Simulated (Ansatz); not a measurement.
The figure comes from a scan of CoSn (CoSn type, space group P6/mmm): one Co atom of a 6-atom cell moves by s along Cartesian [110], with its periodic images. These are PBE (plane waves to 420 eV, PAW, scalar-relativistic; Ansatz, a program for electronic structure) values and carry that method's errors. k mesh 8×8×9 (Γ-centred), Fermi-Dirac smearing 0.05 eV. With partly filled bands, energies and forces of such displacements shift with the k mesh and the smearing. F∥ is the force on the atom along that direction. CoSn is run without spin polarisation. CoSn was relaxed with its symmetry unable to fall. The PAW data are Ansatz's earlier set. 

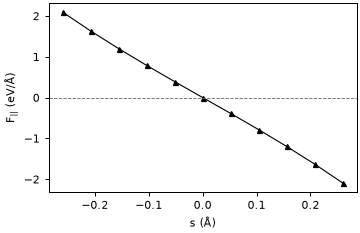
Fig. 1. F∥ (eV/Å) against s (Å); markers are the computed points, lines only join them.

**Question.** Read the plotted values off the figure, to the accuracy that the plot allows.

**Answer.** To the nearest 0.1:

```csv
s (Å),F∥ (eV/Å)
-0.260,2.1
-0.208,1.6
-0.156,1.2
-0.104,0.8
-0.052,0.4
0.000,0.0
0.052,-0.4
0.104,-0.8
0.156,-1.2
0.208,-1.6
0.260,-2.1
```

(For displaced atoms, the force is minus the slope of the energy, and its curvature is a force constant, which sets phonon frequencies.)
